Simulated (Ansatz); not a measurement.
# AlBH$_{7}$NO: what the fields show

| atom | x (Å) | y (Å) | z (Å) |
| --- | --- | --- | --- |
| B | -0.0162 | 0.0193 | -0.1171 |
| H | -0.1127 | -0.5156 | 0.9463 |
| H | 1.0330 | 0.2726 | -0.6290 |
| N | -1.2471 | 0.3665 | -0.8149 |
| H | -2.1121 | -0.1437 | -0.6050 |
| H | -1.2173 | 0.6499 | -1.7983 |
| O | -0.3877 | 1.9418 | 1.5860 |
| Al | -1.6906 | 2.1962 | 0.4125 |
| H | -3.1873 | 1.7371 | 0.7954 |
| H | -1.4188 | 3.3844 | -0.6264 |
| H | -0.3439 | 1.0325 | 1.9808 |

Not at a stationary point (largest force 0.9 eV/Å).

Theory: RKS BLYP-D4/6-31G* (Ansatz).

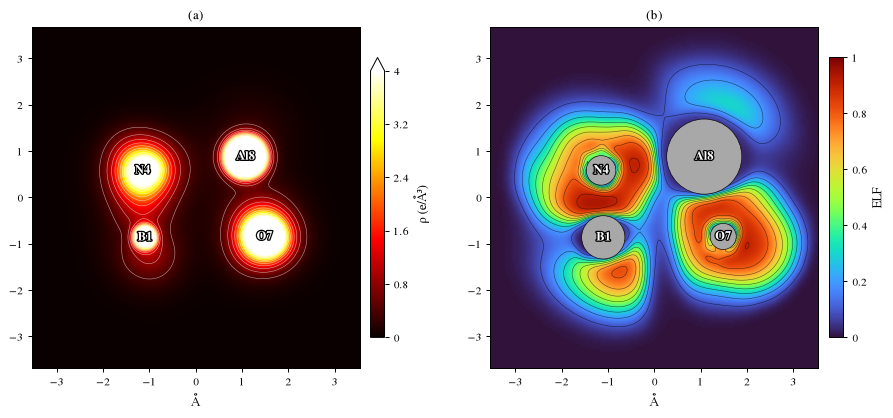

Figure 1. (a) electron density; (b) ELF on the plane of atoms N4, Al8 and O7. Grey discs cover the atomic cores in the ELF map.

### Describe what can be read from this map.

Atoms in the plane: B, N, O and Al. B–N (1.46 Å): the density is about 1.7 e/Å³ at the midpoint; the ELF peaks at about 0.95 between the atoms (a shared but strongly polarised pair). Al–O (1.77 Å): ρ at the midpoint is about 0.74 e/Å³; the ELF peaks at about 0.85 in the valence shell of O, 0.6 Å from its nucleus, and is about 0.50 at the midpoint. Al–N (2.25 Å): ρ at the midpoint is about 0.31 e/Å³, with its minimum of 0.23 e/Å³ about 0.9 Å from Al; the ELF peaks at about 0.90 in the valence shell of N, 0.7 Å from its nucleus, and is about 0.65 at the midpoint. The ELF also peaks beside O7, away from the bonds: lone-pair regions.

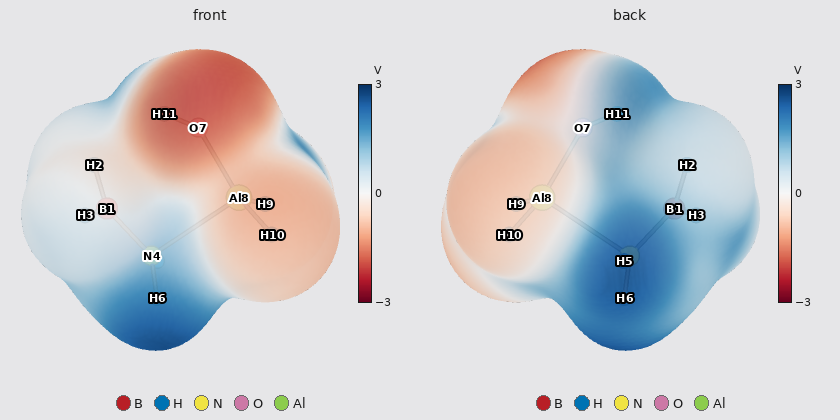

Figure 2. The molecular electrostatic potential painted on the density surface at 0.002 e/bohr³, seen from the front and from behind; red is negative and blue positive.

### Where is the surface potential most negative and most positive?

The most negative region (about −1.9 V) lies over O7, the most positive (about +2.6 V) over H5 and H6. O7 is the likeliest acceptor of a hydrogen bond.

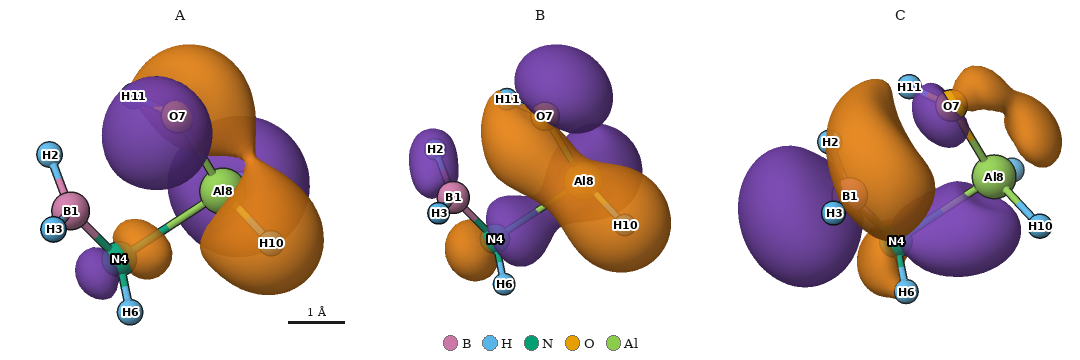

Figure 3. Three frontier orbitals at ±0.08 Å⁻³ᐟ² (orange and purple are the two phases), in no order.

### Order the three orbitals by energy and name them.

B is the HOMO−1 (−6.56 eV). It lies mainly on O7 (about 50 %), Al8 (about 15 %), H10 (about 10 %), H9 (about 5 %) and N4 (about 5 %). A is the HOMO (−5.95 eV). By Hirshfeld shares it lies mainly on O7 (about 45 %), H9 (about 25 %), Al8 (about 15 %) and H10 (about 10 %). C is the LUMO (−1.63 eV). By Hirshfeld shares it lies mainly on B1 (about 55 %), Al8 (about 10 %), N4 (about 10 %) and O7 (about 5 %).

### What is the HOMO–LUMO gap?

4.32 eV between the orbital energies.

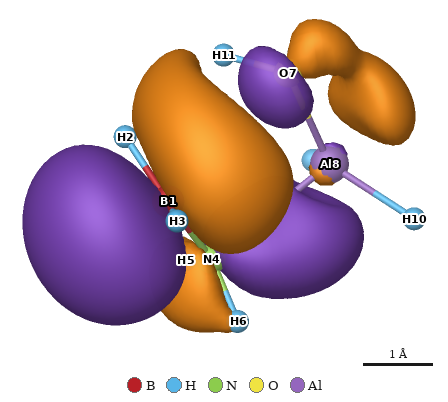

Figure 4. One frontier orbital at ±0.08 Å⁻³ᐟ² (orange and purple are the two phases), seen at an oblique angle.

### Which orbital is it: HOMO or LUMO?

The LUMO, at −1.63 eV. By Hirshfeld shares it lies mainly on B1 (about 55 %), Al8 (about 10 %), N4 (about 10 %) and O7 (about 5 %).
